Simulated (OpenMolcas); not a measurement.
**Br2 (SMILES BrBr) at PBEsol/cc-pVQZ**

Aim: the energy change on altering one bond length of Br2 at PBEsol/cc-pVQZ, from 2 runs. 

The calculation is run with OpenMolcas 26.06.

## Step 1: The system as given

The species is Br2 (2 atoms), meant as a singlet with charge 0. SMILES: `BrBr`. The coordinates come from a GFN2-xTB relaxation.

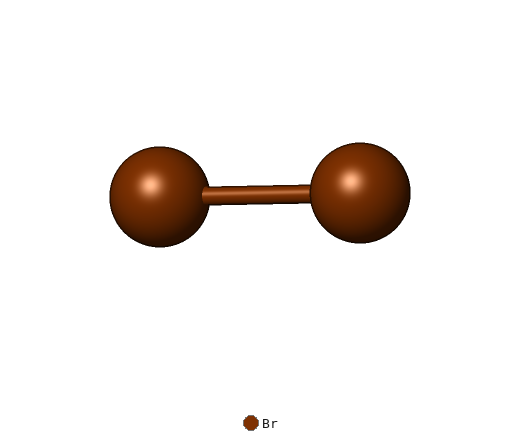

The structure, seen from a chosen angle (bromine brown).

## Step 2: A single-point energy at PBEsol/cc-pVQZ

Contents of job.inp:

```
&GATEWAY
  BasLib=$CurrDir
  Coord
  2
  angstrom
  Br       0.973120      -0.325440       0.498590
  Br      -0.973120       0.325440      -0.498590
  Basis=cc-pVQZ
  Group=NoSym

&SEWARD

&SCF
  KSDFT=PBEsol
  PrOrbitals=1 1
```

The basis set cc-pVQZ is read from a file made from the Basis Set Exchange's data (not shown).

Launch:

```console
$ export MOLCAS_MEM=1860
$ pymolcas job.inp > job.log
```

What it wrote:

```text
--- Start Module: gateway ---
[...]
--- Stop Module: gateway /rc=_RC_ALL_IS_WELL_ ---
--- Start Module: seward ---
[...]
      Basis functions          136
--- Stop Module: seward /rc=_RC_ALL_IS_WELL_ ---
[...]
--- Start Module: scf ---
[...]
       Convergence after  12 Iterations
[...]
::    Total KS-DFT energy                           -5144.2999055373
[...]
      Total spin, S                                     0.0000000000
[...]
      Total electronic charge=   70.000000
      Total            charge=   -0.000000
[...]
      Dipole Moment (debye):
      Origin of the operator (angstrom)=   -0.0000   -0.0000   -0.0000
                   X=  1.0387E-10               Y= -3.4828E-11               Z=  5.3808E-11           Total=  1.2205E-10
      Quadrupole Moment (debye*angstrom):
[...]
--- Stop Module: scf /rc=_RC_ALL_IS_WELL_ ---
[...]
```

It took 31 s on 1 thread of Arm Neoverse V1, shared host; peak memory 1 GiB.

## Step 3: The distorted shape, same level

Contents of job.inp:

```
>>> EXPORT MOLCAS_PRINT=2

&gateway
  baslib
  $CurrDir
  coord
  2
  angstrom
  Br       1.459642      -0.488147       0.747865
  Br      -0.973120       0.325440      -0.498590
  basis
  cc-pVQZ
  group
  NoSym

&seward

&scf
  ksdft
  PBEsol
  prorbitals
  1 1
```

The basis set cc-pVQZ is read from a file made from the Basis Set Exchange's data (not shown).

Launch:

```console
$ export MOLCAS_MEM=1860
$ pymolcas job.inp > job.log
```

What it wrote:

```text
--- Start Module: gateway ---
[...]
--- Stop Module: gateway /rc=_RC_ALL_IS_WELL_ ---
--- Start Module: seward ---
[...]
      Basis functions          136
--- Stop Module: seward /rc=_RC_ALL_IS_WELL_ ---
[...]
--- Start Module: scf ---
[...]
       Convergence after  12 Iterations
[...]
::    Total KS-DFT energy                           -5144.2573436256
[...]
      Total spin, S                                     0.0000000000
[...]
      Total electronic charge=   70.000000
      Total            charge=   -0.000000
[...]
      Dipole Moment (debye):
      Origin of the operator (angstrom)=    0.2433   -0.0814    0.1246
                   X=  1.2495E-06               Y= -4.1786E-07               Z=  6.4018E-07           Total=  1.4648E-06
      Quadrupole Moment (debye*angstrom):
[...]
--- Stop Module: scf /rc=_RC_ALL_IS_WELL_ ---
[...]
```

Wall time 31 s (1 thread of Arm Neoverse V1, shared host); peak memory 1 GiB.

## Step 4: Summary of results

Level: PBEsol/cc-pVQZ.

| quantity | value |
| --- | --- |
| first shape: total energy | -5144.29991 Eh |
| first shape: dipole moment | 0.00 D |
| first shape: HOMO energy | -6.83 eV |
| first shape: LUMO energy | -4.47 eV |
| first shape: HOMO–LUMO gap | 2.36 eV |
| distorted shape: total energy | -5144.25734 Eh |
| distorted shape: dipole moment | 0.00 D |
| distorted shape: HOMO energy | -7.44 eV |
| distorted shape: LUMO energy | -6.86 eV |
| distorted shape: HOMO–LUMO gap | 0.59 eV |
| energy change with the Br1–Br2 bond stretched from 2.282 to 2.852 Å | 1.158 eV |

What this shows: With the Br1–Br2 bond stretched from 2.282 to 2.852 Å the energy rises by 1.16 eV (27 kcal/mol). The first shape isn't relaxed at this level, so the change isn't measured from a minimum.
